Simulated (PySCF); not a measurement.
Br2Se.

Computed with PySCF, PBE0/def2-SVPD, geometry: GFN2-xTB. No frequency check shows the geometry to be a minimum. GFN2-xTB bond lengths at metals and heavier atoms can be off by up to 0.1 Å and shapes distorted, which carries into these values.

Cartesian coordinates (Å):

```
Se1      0.0004   -0.9803    0.0000
Br2     -1.7800    0.4760    0.0000
Br3      1.7796    0.4763    0.0000
```

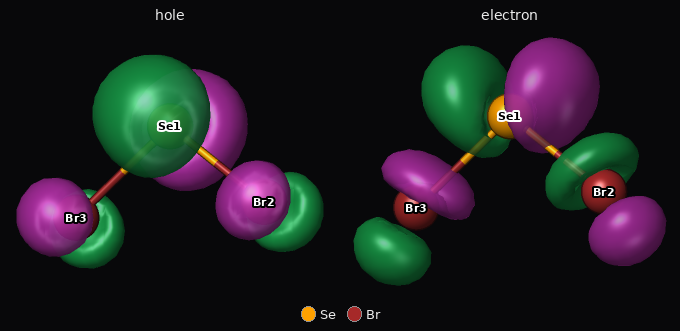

Leading natural transition orbital pair of T₂ (TDA triplet states); the surfaces enclose about 70 % of each orbital's density.

**Give its energy and the atoms that hole and electron lie on.**

2.08 eV (597 nm), spin-forbidden from the singlet ground state, partly diffuse acceptor orbital; the leading pair carries 99 %; hole on Se1 (64 %) and Br2 and Br3 (18 % each), electron on Se1 (55 %) and Br2 and Br3 (22 % each) (atom shares of so diffuse an orbital are rough); their centroids lie 0.1 Å apart. In canonical orbitals it is mainly HOMO → LUMO+1 (98 %). The HOMO–LUMO gap is 3.81 eV.

Cost of the run: 2.6 min on 1 thread of Arm Neoverse V2, on a shared host, peak memory 0.58 GiB.
